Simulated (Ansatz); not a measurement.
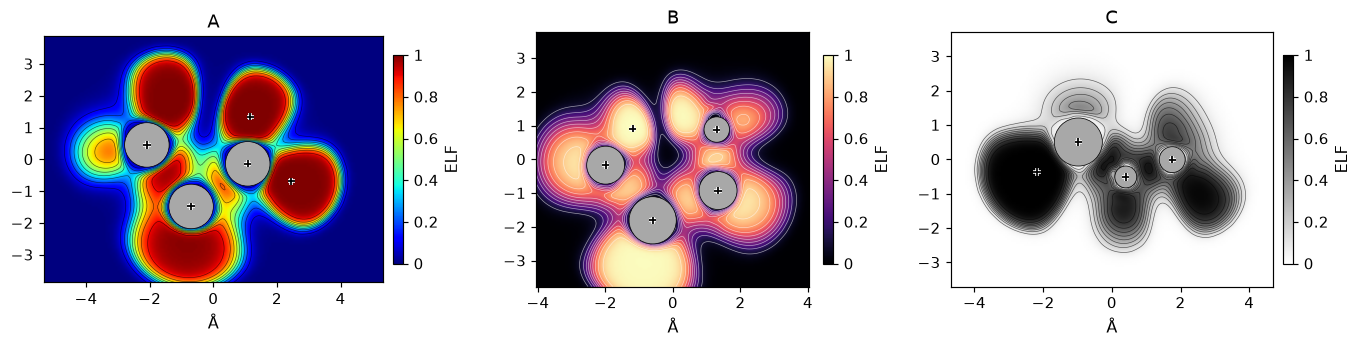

The electron localisation function of 3 systems, each on a plane through atoms (crosses mark nuclei in the plane; grey discs cover the cores).

Theory: Ansatz, RKS PBE0-D4/def2-TZVPP.

System 1: H$_{6}$Si$_{3}$, the plane of atoms Si2, Si3 and Si4. The reactant side of a reaction path; geometry: PBE0-D4/def2-TZVP.

```yaml
atoms:
  - { symbol: H, position_ang: [-0.7714, -1.3056, -0.6766] }
  - { symbol: Si, position_ang: [-1.1757, -0.8651, 0.8459] }
  - { symbol: Si, position_ang: [-1.2525, 0.3985, -0.9877] }
  - { symbol: Si, position_ang: [1.0052, 1.0356, -0.5790] }
  - { symbol: H, position_ang: [-0.0228, -1.1942, 1.7320] }
  - { symbol: H, position_ang: [-2.2913, -1.7942, 1.1817] }
  - { symbol: H, position_ang: [1.8005, 1.0185, -1.8395] }
  - { symbol: H, position_ang: [1.7647, 0.2536, 0.4393] }
  - { symbol: H, position_ang: [0.9433, 2.4528, -0.1161] }
```

System 2: CH$_{7}$NSi, the plane of atoms H4, Si1 and N6. The product side of a reaction path; geometry: PBE0-D4/def2-TZVP.

```xyz
10

Si   -0.2114   -1.3785   -0.0347
H    -0.5162    1.8119   -0.7180
H     1.0747   -1.7359   -0.6926
H    -0.5053   -2.3017    1.0918
H    -1.2817   -1.5515   -1.0653
N    -0.0704    0.2012    0.6196
C     0.3160    1.3512   -0.1691
H    -0.6467    0.4309    1.4132
H     1.0675    1.0527   -0.9052
H     0.7734    2.1198    0.4602
```

System 3: CH$_{4}$S$_{2}$Si (SMILES CS[Si]S), the plane of atoms S2, Si3 and S4. A point of a scan, not a minimum; geometry: rigid move from PBE0-D4/def2-TZVP.

```
atom    x (Å)    y (Å)    z (Å)
   C  -0.0718   1.0512  -0.2912
   S   0.1629   0.6256   1.4503
  Si   1.5605  -0.9516   1.7480
   S   2.2411  -1.5166  -0.2088
   H  -0.1298   2.1382  -0.3445
   H  -1.0021   0.6300  -0.6724
   H   0.7734   0.7140  -0.8913
   H   1.5616  -0.6840  -1.0157
```

Match each panel to its system.

Panel A is system 1, H$_{6}$Si$_{3}$: the plane holds Si and H. Si–Si (2.23 Å): the ELF peaks at about 0.80 between the atoms, as expected for a shared electron pair. Panel B is system 3, CH$_{4}$S$_{2}$Si: the plane holds C, S, Si and H. C–S (1.81 Å): the ELF peaks at about 0.90 between the atoms (localised, covalent bonding). Panel C is system 2, CH$_{7}$NSi: the plane holds Si, H, N and C. C–N (1.45 Å): the ELF peaks at about 0.90 between the atoms; a covalent bond.
